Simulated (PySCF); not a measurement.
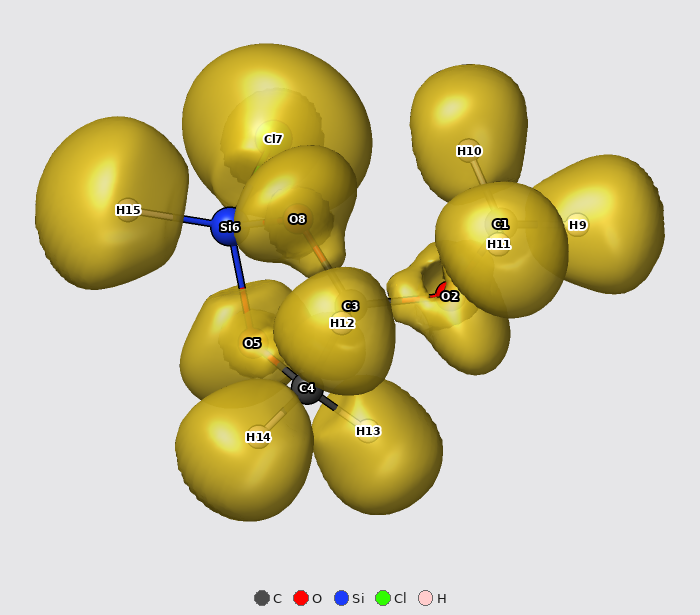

The picture shows: C3H7ClO3Si. Isosurface of the electron localisation function at 0.75 (yellow), seen at an oblique angle. Only the valence region is drawn (cores and ρ < 0.01 e/Å³ removed).

Geometry: GFN2-xTB.

All numbers below come from B3LYP/def2-SVPD, SCF density, gas phase (PySCF).

Input

```
{"job": {"kind": "uv", "xc": "B3LYP", "basis": "def2-SVPD", "nstates": 8, "ntriplets": 3}, "charge": 0, "multiplicity": 1}
C      1.688044     0.240922     1.570545
O      1.305519    -0.132547     0.260393
C      0.008908    -0.606310     0.162600
C     -0.236568    -1.007263    -1.308847
O     -0.999617    -0.005724    -1.914533
Si    -1.681564     0.992623    -0.816992
Cl    -1.254759     2.892461    -1.179730
O     -0.928195     0.371933     0.500045
H      2.716940     0.583163     1.495166
H      1.051842     1.044499     1.950319
H      1.627038    -0.618653     2.247378
H     -0.147183    -1.453370     0.853418
H      0.721976    -1.087704    -1.823598
H     -0.777078    -1.955382    -1.365694
H     -3.099714     0.749343    -0.652381
```

Command:

```sh
OMP_NUM_THREADS=1 python probes_run.py task.json out
```

> Describe the localisation domains.

The surface consists of one region between bonded C–C atoms (shared pairs), seven regions around hydrogen nuclei, one region on Cl in which the atom's valence shell and bonds are merged and three regions on O in which the atom's valence shell and bonds are merged. Profiles from the grid: C–O (1.38 Å): the ELF peaks at about 0.90 between the atoms, as expected for a polar covalent bond. C–C (1.54 Å): the ELF peaks at about 1 between the atoms: a covalent bond.
